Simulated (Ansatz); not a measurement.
# Run report: SiH₂SCl₄, nudged elastic band (part 1 of 2)

- system: SiH₂SCl₄
- method: RKS B3LYP/def2-SVP (Ansatz 0.2.0)

It belongs to a series of runs on one base structure; here: band between the two ends.

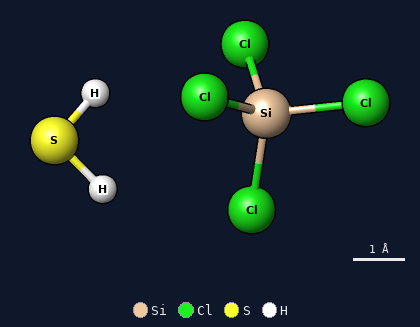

**Figure 1.** The input geometry (ball-and-stick view, seen at a tilt). Bond lengths as drawn: Cl–Si 2.04 to 2.05 Å and H–S 1.35 Å.

Results in brief:

| quantity | value |
| --- | --- |
| outcome | converged |
| barrier, forward | 1.850 eV |
| barrier, backward | 1.504 eV |
| hardware | 4 threads of Arm Neoverse V1, 24 GiB of memory available, shared host |
| wall time | 12 min (CPU time 46 min) |
| peak memory | 0.38 GiB |

Remarks:

The order of the saddle point was not checked.

Input file:
```yaml
crystal:
  periodic: [false, false, false]
  atoms:
    - { symbol: Si, position_ang: [0.539142, 0.074368, -0.183527] }
    - { symbol: Cl, position_ang: [0.475226, 0.02353, 1.868753] }
    - { symbol: Cl, position_ang: [2.491929, -0.036364, -0.792408] }
    - { symbol: Cl, position_ang: [-0.296706, 1.810511, -0.86413] }
    - { symbol: Cl, position_ang: [-0.487664, -1.538738, -0.932036] }
    - { symbol: S, position_ang: [-3.689111, -0.027991, 1.327308] }
    - { symbol: H, position_ang: [-3.246374, -1.03532, 0.541699] }
    - { symbol: H, position_ang: [-2.622844, -0.142796, 2.150639] }
basis:
  gaussian: { orbitals: def2-SVP }
hamiltonian:
  xc: b3lyp
neb:
  order_check: false
  images: 9
  f_tol: 0.05
  max_iterations: 60
  final_atoms:
    - { symbol: Si, position_ang: [-0.5828576, -0.11579739, -0.74240223] }
    - { symbol: Cl, position_ang: [-0.41802371, 0.870714, 3.57152408] }
    - { symbol: Cl, position_ang: [1.04598113, -1.00594392, 0.13891574] }
    - { symbol: Cl, position_ang: [-0.28294281, 1.90212184, -0.94325903] }
    - { symbol: Cl, position_ang: [-0.84172907, -0.9666559, -2.59784888] }
    - { symbol: S, position_ang: [-2.34286561, -0.32605869, 0.46751514] }
    - { symbol: H, position_ang: [-2.21855571, -1.66984646, 0.59536061] }
    - { symbol: H, position_ang: [-1.19540862, 0.43866653, 2.62649256] }
  initial_path:
    images:
      - { positions_ang: [[0.539142, 0.074368, -0.183527], [0.475226, 0.02353, 1.868753], [2.491929, -0.036364, -0.792408], [-0.296706, 1.810511, -0.86413], [-0.487664, -1.538738, -0.932036], [-3.689111, -0.027991, 1.327308], [-3.246374, -1.03532, 0.541699], [-2.622844, -0.142796, 2.150639]] }
      - { positions_ang: [[0.43250073, 0.05928128, -0.14422433], [0.37392128, 0.0181039, 1.99354351], [2.39853427, -0.02984732, -0.76714259], [-0.43407502, 1.79630362, -0.83319838], [-0.58802132, -1.5783342, -0.88825162], [-3.41927755, -0.02196486, 1.21255717], [-3.21410883, -1.00196699, 0.42323646], [-2.38587556, -0.11437542, 2.11977778]] }
      - { positions_ang: [[0.32585946, 0.04419456, -0.10492166], [0.27261657, 0.01267779, 2.11833402], [2.30513955, -0.02333064, -0.74187718], [-0.57144404, 1.78209623, -0.80226677], [-0.68837863, -1.6179304, -0.84446723], [-3.14944411, -0.01593872, 1.09780635], [-3.18184366, -0.96861398, 0.30477391], [-2.14890713, -0.08595484, 2.08891656]] }
      - { positions_ang: [[0.21921818, 0.02910784, -0.06561899], [0.17131185, 0.00725169, 2.24312453], [2.21174482, -0.01681396, -0.71661178], [-0.70881306, 1.76788885, -0.77133515], [-0.78873595, -1.6575266, -0.80068285], [-2.87961066, -0.00991258, 0.98305552], [-3.14957849, -0.93526097, 0.18631137], [-1.91193869, -0.05753427, 2.05805534]] }
      - { positions_ang: [[0.11257691, 0.01402113, -0.02631631], [0.07000713, 0.00182559, 2.36791504], [2.11835009, -0.01029728, -0.69134637], [-0.84618208, 1.75368147, -0.74040354], [-0.88909327, -1.6971228, -0.75689846], [-2.60977722, -0.00388644, 0.86830469], [-3.11731332, -0.90190796, 0.06784883], [-1.67497025, -0.02911369, 2.02719412]] }
      - { positions_ang: [[0.00593564, -0.00106559, 0.01298636], [-0.03129759, -0.00360051, 2.49270555], [2.02495537, -0.0037806, -0.66608096], [-0.9835511, 1.73947408, -0.70947192], [-0.98945058, -1.736719, -0.71311408], [-2.33994377, 0.0021397, 0.75355387], [-3.08504815, -0.86855496, -0.05061371], [-1.43800181, -0.00069311, 1.9963329]] }
      - { positions_ang: [[-0.11182301, -0.02401195, -0.13809136], [-0.10864281, 0.17126239, 2.70846925], [1.82916052, -0.20421327, -0.50508162], [-0.84342944, 1.77200363, -0.75622934], [-0.95990628, -1.58270638, -1.09006104], [-2.34052814, -0.06349998, 0.69634612], [-2.91174966, -1.02881326, 0.07858115], [-1.38948318, 0.08717882, 2.12236484]] }
      - { positions_ang: [[-0.22958165, -0.04695831, -0.28916908], [-0.18598804, 0.34612529, 2.92423296], [1.63336567, -0.40464593, -0.34408228], [-0.70330779, 1.80453318, -0.80298676], [-0.93036198, -1.42869376, -1.467008], [-2.34111251, -0.12913966, 0.63913838], [-2.73845117, -1.18907156, 0.20777602], [-1.34096454, 0.17505075, 2.24839677]] }
      - { positions_ang: [[-0.3473403, -0.06990467, -0.44024679], [-0.26333326, 0.52098819, 3.13999667], [1.43757082, -0.60507859, -0.18308294], [-0.56318613, 1.83706273, -0.84974418], [-0.90081768, -1.27468114, -1.84395496], [-2.34169687, -0.19477934, 0.58193063], [-2.56515269, -1.34932986, 0.33697088], [-1.2924459, 0.26292268, 2.3744287]] }
      - { positions_ang: [[-0.46509895, -0.09285103, -0.59132451], [-0.34067849, 0.6958511, 3.35576037], [1.24177598, -0.80551125, -0.0220836], [-0.42306447, 1.86959228, -0.89650161], [-0.87127337, -1.12066852, -2.22090192], [-2.34228124, -0.26041901, 0.52472289], [-2.3918542, -1.50958816, 0.46616575], [-1.24392726, 0.35079461, 2.50046063]] }
      - { positions_ang: [[-0.5828576, -0.11579739, -0.74240223], [-0.41802371, 0.870714, 3.57152408], [1.04598113, -1.00594392, 0.13891574], [-0.28294281, 1.90212184, -0.94325903], [-0.84172907, -0.9666559, -2.59784888], [-2.34286561, -0.32605869, 0.46751514], [-2.21855571, -1.66984646, 0.59536061], [-1.19540862, 0.43866653, 2.62649256]] }
```

Command:
```bash
ansatz run input.yaml --threads 4 --pin off --max-ram 5120MiB --backend cpu --events-out ev --progress --plain --runs-dir out
```

The program's output:
```
Engine: ansatz 0.2.0, aarch64-unknown-linux-gnu
Functional definition: B3LYP
  parameter a0 = 0.2
  parameter ax = 0.72
  parameter ac = 0.81
  exchange = (1 - a0 - ax)*slater_x + ax*b88_x + a0*exact_x
  correlation = (1 - ac)*vwn_rpa_c + ac*lyp_c
1148 factors; integrals over basis functions are off by at most 3.0e-4 eV
mean field evaluation 1: about -68821.1542 eV, gradient 2.1e1 eV
mean field evaluation 2: about -68820.5855 eV, gradient 2.6e1 eV
mean field evaluation 4: about -68822.3327 eV, gradient 3.9e-1 eV
mean field evaluation 8: about -68822.3318 eV, gradient 1.3e-2 eV
mean field -68822.33179332 eV, -2529.1740439524 hartree, gradient 3.1e-5 eV, S^2 0.000000; 0 other end points of the search recorded, 0 dependent functions left out
the calculation of the forces begins
reference -68822.33205920 eV, -2529.1740537235 hartree; 50, 50 occupied and 68, 68 virtual orbitals, 1148 factors
1150 factors; integrals over basis functions are off by at most 5.3e-4 eV
mean field evaluation 16: about -68820.3870 eV, gradient 2.5e1 eV
mean field -68821.98498218 eV, -2529.1612988781 hartree, gradient 1.3e-5 eV, S^2 0.000000; 0 other end points of the search recorded, 0 dependent functions left out
[... from here on the field's lines of each further geometry are left out, up to the last ...]
NEB iter   1: max|band force component| = 5.722e0 eV/Å  barrier→ = 5.2088 eV  barrier← = 4.8620 eV  Δτ_max = 0.2000 Å  (270 SCF iters)
NEB iter   2: max|band force component| = 2.125e0 eV/Å  barrier→ = 3.1654 eV  barrier← = 2.8186 eV  Δτ_max = 0.2000 Å  (255 SCF iters)
NEB iter   3: max|band force component| = 1.086e0 eV/Å  barrier→ = 2.3385 eV  barrier← = 1.9917 eV  Δτ_max = 0.1988 Å  (242 SCF iters)
NEB iter   4: max|band force component| = 1.150e0 eV/Å  barrier→ = 2.1397 eV  barrier← = 1.7929 eV  Δτ_max = 0.1004 Å  (235 SCF iters)
NEB iter   5: max|band force component| = 7.793e-1 eV/Å  barrier→ = 2.0980 eV  barrier← = 1.7512 eV  Δτ_max = 0.1018 Å  (232 SCF iters)
NEB iter   6: max|band force component| = 6.376e-1 eV/Å  barrier→ = 1.9885 eV  barrier← = 1.6417 eV  Δτ_max = 0.0999 Å  (231 SCF iters)
NEB iter   7: max|band force component| = 6.019e-1 eV/Å  barrier→ = 1.8502 eV  barrier← = 1.5034 eV  Δτ_max = 0.0504 Å  (235 SCF iters)
NEB iter   8: max|band force component| = 7.413e-1 eV/Å  barrier→ = 1.9090 eV  barrier← = 1.5622 eV  CI = image 4  Δτ_max = 0.0504 Å  (226 SCF iters)
NEB iter   9: max|band force component| = 4.938e-1 eV/Å  barrier→ = 1.9421 eV  barrier← = 1.5953 eV  CI = image 4  Δτ_max = 0.1004 Å  (226 SCF iters)
NEB iter  10: max|band force component| = 3.180e-1 eV/Å  barrier→ = 1.9920 eV  barrier← = 1.6452 eV  CI = image 4  Δτ_max = 0.1732 Å  (233 SCF iters)
NEB iter  11: max|band force component| = 3.704e-1 eV/Å  barrier→ = 1.9837 eV  barrier← = 1.6369 eV  CI = image 4  Δτ_max = 0.0881 Å  (234 SCF iters)
NEB iter  12: max|band force component| = 2.182e-1 eV/Å  barrier→ = 1.9728 eV  barrier← = 1.6260 eV  CI = image 4  Δτ_max = 0.0882 Å  (224 SCF iters)
NEB iter  13: max|band force component| = 1.842e-1 eV/Å  barrier→ = 1.9598 eV  barrier← = 1.6130 eV  CI = image 4  Δτ_max = 0.0889 Å  (229 SCF iters)
NEB iter  14: max|band force component| = 1.407e-1 eV/Å  barrier→ = 1.9536 eV  barrier← = 1.6068 eV  CI = image 4  Δτ_max = 0.0885 Å  (217 SCF iters)
NEB iter  15: max|band force component| = 1.204e-1 eV/Å  barrier→ = 1.9500 eV  barrier← = 1.6031 eV  CI = image 4  Δτ_max = 0.0883 Å  (221 SCF iters)
NEB iter  16: max|band force component| = 1.301e-1 eV/Å  barrier→ = 1.9453 eV  barrier← = 1.5984 eV  CI = image 4  Δτ_max = 0.0442 Å  (214 SCF iters)
NEB iter  17: max|band force component| = 1.068e-1 eV/Å  barrier→ = 1.9402 eV  barrier← = 1.5934 eV  CI = image 4  Δτ_max = 0.0442 Å  (214 SCF iters)
NEB iter  18: max|band force component| = 9.514e-2 eV/Å  barrier→ = 1.9352 eV  barrier← = 1.5884 eV  CI = image 4  Δτ_max = 0.0442 Å  (212 SCF iters)
NEB iter  19: max|band force component| = 7.589e-2 eV/Å  barrier→ = 1.9293 eV  barrier← = 1.5825 eV  CI = image 4  Δτ_max = 0.0442 Å  (213 SCF iters)
NEB iter  20: max|band force component| = 7.101e-2 eV/Å  barrier→ = 1.9238 eV  barrier← = 1.5770 eV  CI = image 4  Δτ_max = 0.0442 Å  (213 SCF iters)
NEB iter  21: max|band force component| = 9.230e-2 eV/Å  barrier→ = 1.9176 eV  barrier← = 1.5708 eV  CI = image 4  Δτ_max = 0.0222 Å  (212 SCF iters)
NEB iter  22: max|band force component| = 8.143e-2 eV/Å  barrier→ = 1.9147 eV  barrier← = 1.5679 eV  CI = image 4  Δτ_max = 0.0221 Å  (213 SCF iters)
NEB iter  23: max|band force component| = 8.736e-2 eV/Å  barrier→ = 1.9116 eV  barrier← = 1.5648 eV  CI = image 4  Δτ_max = 0.0221 Å  (212 SCF iters)
NEB iter  24: max|band force component| = 9.542e-2 eV/Å  barrier→ = 1.9086 eV  barrier← = 1.5617 eV  CI = image 4  Δτ_max = 0.0444 Å  (209 SCF iters)
NEB iter  25: max|band force component| = 1.051e-1 eV/Å  barrier→ = 1.9025 eV  barrier← = 1.5557 eV  CI = image 4  Δτ_max = 0.0886 Å  (212 SCF iters)
NEB iter  26: max|band force component| = 1.076e-1 eV/Å  barrier→ = 1.8981 eV  barrier← = 1.5513 eV  CI = image 4  Δτ_max = 0.0444 Å  (214 SCF iters)
NEB iter  27: max|band force component| = 1.204e-1 eV/Å  barrier→ = 1.8923 eV  barrier← = 1.5455 eV  CI = image 4  Δτ_max = 0.0884 Å  (211 SCF iters)
NEB iter  28: max|band force component| = 1.349e-1 eV/Å  barrier→ = 1.8838 eV  barrier← = 1.5370 eV  CI = image 4  Δτ_max = 0.0884 Å  (215 SCF iters)
NEB iter  29: max|band force component| = 1.255e-1 eV/Å  barrier→ = 1.8753 eV  barrier← = 1.5285 eV  CI = image 4  Δτ_max = 0.0889 Å  (227 SCF iters)
NEB iter  30: max|band force component| = 1.402e-1 eV/Å  barrier→ = 1.8669 eV  barrier← = 1.5200 eV  CI = image 4  Δτ_max = 0.0891 Å  (225 SCF iters)
NEB iter  31: max|band force component| = 1.082e-1 eV/Å  barrier→ = 1.8602 eV  barrier← = 1.5134 eV  CI = image 4  Δτ_max = 0.0885 Å  (228 SCF iters)
NEB iter  32: max|band force component| = 1.646e-1 eV/Å  barrier→ = 1.8558 eV  barrier← = 1.5090 eV  CI = image 4  Δτ_max = 0.0444 Å  (231 SCF iters)
NEB iter  33: max|band force component| = 8.791e-2 eV/Å  barrier→ = 1.8528 eV  barrier← = 1.5060 eV  CI = image 4  Δτ_max = 0.0884 Å  (221 SCF iters)
NEB iter  34: max|band force component| = 8.283e-2 eV/Å  barrier→ = 1.8517 eV  barrier← = 1.5049 eV  CI = image 4  Δτ_max = 0.0879 Å  (220 SCF iters)
NEB iter  35: max|band force component| = 6.663e-2 eV/Å  barrier→ = 1.8510 eV  barrier← = 1.5042 eV  CI = image 4  Δτ_max = 0.0877 Å  (223 SCF iters)
```
